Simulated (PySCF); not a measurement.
# U-r2SCAN/STO-6G run of BCl2 (SMILES Cl[B]Cl)

Aim: the energy change on altering one bond length of BCl2 at U-r2SCAN/STO-6G, from 2 runs. Input form: a Python script.

The calculation is run with PySCF 2.14.0.

14 further runs of the same task are left out: 2 that didn't finish, 12 set aside as unsound or not needed.

## Step 1: The molecule

BCl2: 3 atoms, total charge 0, spin state doublet. SMILES: `Cl[B]Cl`. The shape is that of a PBE0-D4/def2-TZVP optimisation.

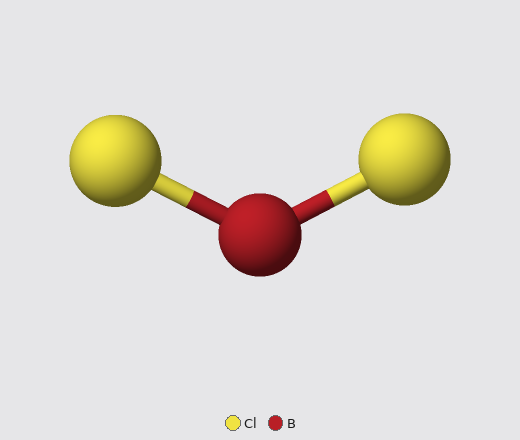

The structure, seen from a chosen angle (chlorine yellow, boron red).

## Step 2: A single-point energy at U-r2SCAN/STO-6G

run.py

```python
# Cl[B]Cl
from pyscf import gto, dft

molecule = gto.Mole()
molecule.atom = 'Cl 0.371500 -1.525600 0.030000; B -0.463900 -0.050300 -0.256900; Cl 0.081500 1.511100 0.213700'
molecule.verbose = 3
molecule.basis = 'sto-6g'
molecule.spin = 1
molecule.max_memory = 1860
molecule.build()

mf = dft.UKS(molecule)
mf.xc = 'r2scan'
mf.conv_tol = 1e-10
mf.grids.level = 5
mf.kernel()
if not mf.converged:
    mf = mf.newton().run(mf.mo_coeff, mf.mo_occ)

e_tot = mf.e_tot
print('E = %.10f Eh' % e_tot)
```

Command:

```sh
$ OMP_NUM_THREADS=1 python run.py
```

Standard output:

```text
WARN: HOMO -0.12739944631473 >= LUMO -0.127399446314729

converged SCF energy = -941.993043478006  <S^2> = 0.75564327  2S+1 = 2.0056353
E = -941.9930434780 Eh
```

It took 6.6 s on 1 thread of AMD EPYC 7R43 (Zen 3), shared host; peak memory 0.22 GiB.

## Step 3: The distorted shape

input.py

```python
from pyscf import gto, dft

mol = gto.M(
    atom='Cl 0.098814 -2.306260 -0.205288; B -0.736586 -0.830960 -0.492188; Cl 0.081500 1.511100 0.213700',
    charge=0,
    max_memory=1860,
    verbose=3,
    basis='sto-6g',
    spin=1,
)

ks = dft.UKS(mol)
ks.xc = 'r2scan'
ks.conv_tol = 1e-10
ks.grids.level = 5
ks.kernel()
if not ks.converged:
    ks = ks.newton().run(ks.mo_coeff, ks.mo_occ)

energy = ks.e_tot
print(f'total energy: {energy:.8f} hartree')
```

Command:

```sh
$ OMP_NUM_THREADS=1 python input.py
```

Standard output:

```text
WARN: HOMO -0.195183538865636 >= LUMO -0.195183538865631

converged SCF energy = -941.887366135195  <S^2> = 0.77860981  2S+1 = 2.0284081
total energy: -941.88736614 hartree
```

Run time: 9.9 s. Hardware: 1 thread of AMD EPYC 7R43 (Zen 3), shared host; peak memory 0.22 GiB.

## Step 4: Outcome

At U-r2SCAN/STO-6G:

| quantity | value |
| --- | --- |
| first shape: total energy | -941.99304 Eh |
| first shape: dipole moment | 0.59 D |
| first shape: HOMO energy (highest over α and β) | -3.69 eV |
| first shape: LUMO energy (lowest over α and β) | -0.71 eV |
| first shape: ⟨S²⟩ | 0.756 |
| distorted shape: total energy | -941.88737 Eh |
| distorted shape: dipole moment | 3.55 D |
| distorted shape: HOMO energy (highest over α and β) | -4.47 eV |
| distorted shape: LUMO energy (lowest over α and β) | -2.72 eV |
| distorted shape: ⟨S²⟩ | 0.779 |
| energy change with the B2–Cl3 bond stretched from 1.720 to 2.579 Å | 2.876 eV |

What this shows: With the B2–Cl3 bond stretched from 1.720 to 2.579 Å the energy rises by 2.88 eV (277 kJ/mol). The first shape isn't relaxed at this level, so the change isn't measured from a minimum. The minimal basis adds a large error of its own. Mulliken charges (distorted shape) run from -0.28 on Cl3 to +0.34 on B2; they depend strongly on the basis.
